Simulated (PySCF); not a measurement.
# C12H11BO: the cost of one run

Computed with PySCF 2.14.0 and routines of our own; the level stands in each step. Atoms count from 0.

### Step 1. The starting structure

25 atoms, charge 0, multiplicity 1; geometry from: GFN2-xTB.

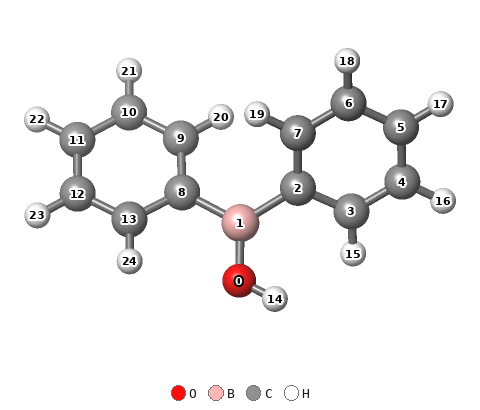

The starting geometry (oxygen red, boron pink, carbon grey, hydrogen white).

### Step 2. NMR shifts: GIAO KT3/pcSseg-1

What the job is given:

```
{"job": {"kind": "nmr", "xc": "KT3", "basis": "pcSseg-1", "pop": false}, "charge": 0, "multiplicity": 1}
O      0.016571     2.540460    -0.359945
B      0.002013     1.211034    -0.173577
C     -1.360904     0.418112    -0.049432
C     -2.484717     0.820286    -0.775099
C     -3.689581     0.149105    -0.675466
C     -3.804347    -0.943165     0.167149
C     -2.707358    -1.356905     0.904339
C     -1.503642    -0.684730     0.794918
C      1.397110     0.489051    -0.083330
C      1.556072    -0.866464    -0.380409
C      2.793370    -1.479150    -0.299329
C      3.906521    -0.750032     0.084107
C      3.775659     0.597928     0.373074
C      2.537431     1.205754     0.287385
H     -0.837567     2.972118    -0.409226
H     -2.408547     1.665302    -1.448980
H     -4.541067     0.481049    -1.252056
H     -4.744515    -1.468567     0.249163
H     -2.791629    -2.206838     1.566240
H     -0.655168    -1.008354     1.381073
H      0.695100    -1.443383    -0.688545
H      2.891804    -2.529498    -0.534453
H      4.872410    -1.229473     0.152008
H      4.642755     1.173989     0.662600
H      2.435665     2.256858     0.513271
```

With the program's defaults for keys left out, this is: GIAO KT3/pcSseg-1 NMR shielding, non-relativistic, gas phase.

The run is started by

```console
OMP_NUM_THREADS=1 python large_run.py task.json out
```

One launch serves the whole session: the jobs run in the order shown.

**Question.** How long does this job take on 1 thread of Arm Neoverse V1, shared host, and how much memory does it need?

About 19 s, with a peak of 0.57 GiB.
